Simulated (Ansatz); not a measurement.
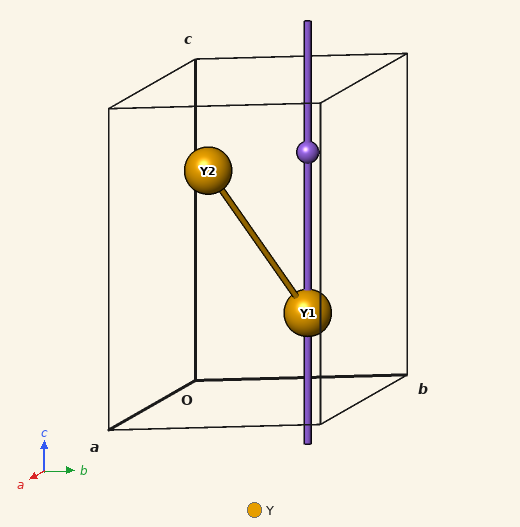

Crystal: Y, the geometry relaxed with Ansatz, DFT, PBE, plane waves (420 eV) with PAW, scalar-relativistic. The coloured rod is the axis of a symmetry operation of the crystal, the small sphere its inversion point. Symmetry computed with spglib at a tolerance of 0.002 Å; standard conventional cell.

a = 3.654 Å, b = 3.654 Å, c = 5.699 Å, α = 90.00°, β = 90.00°, γ = 120.00°.

```tsv
atom	x	y	z
Y1	0.3333	0.6667	0.2500
Y2	0.6667	0.3333	0.7500
```

Take the operation x, y, z → −y+1, x−y+1, −z+3/2.

Question: What kind of operation is it, and where does it lie?

Answer: It is a −6 rotoinversion axis with its inversion point at (1/3, 2/3, 3/4), along [0 0 1].

Question: Onto which atom does it carry each atom (up to whole multiples of a, b and c)?

Answer: Y1 → Y1, Y2 → Y2.

Question: What is the crystal's space group?

Answer: No. 194, P6_3/mmc.
